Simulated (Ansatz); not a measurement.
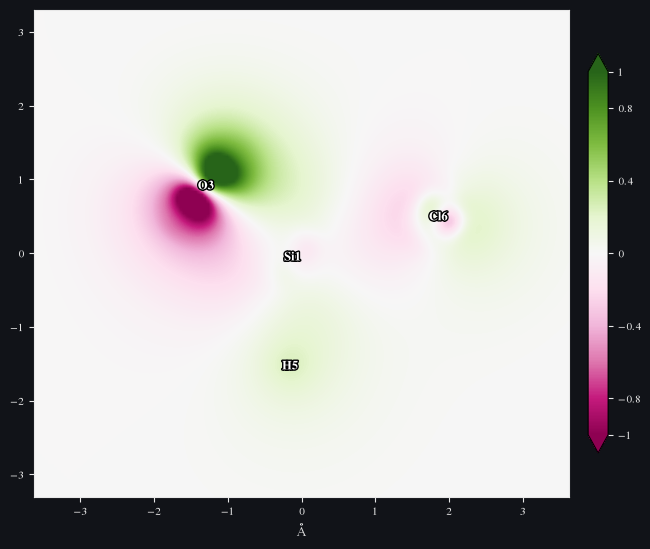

*ClHOSi···SiH₄. The HOMO on the plane of atoms O3, Si1 and H5 (values in Å⁻³ᐟ²; the overall sign is arbitrary).*

Not at a stationary point (largest force 1.0 eV/Å).

The calculation used RKS B3LYP-D4/def2-SVP (Ansatz).

```xyz
9

Si   -1.5590    1.1686   -0.0011
Si    1.3202   -0.8520   -0.0985
O    -0.5964    2.3538   -0.0313
H     0.5003    0.3488   -0.1188
H    -2.1853    0.4926   -1.1569
Cl   -2.2458    0.2410    1.6930
H     2.3593   -0.7258   -1.1565
H     1.9456   -0.9874    1.2453
H     0.4613   -2.0396   -0.3752
```

Describe this orbital and give its energy.

Answer. It lies mainly on O3 (about 75 %) and Cl6 (about 5 %); largely a lone pair of O3. Its energy is −8.04 eV.
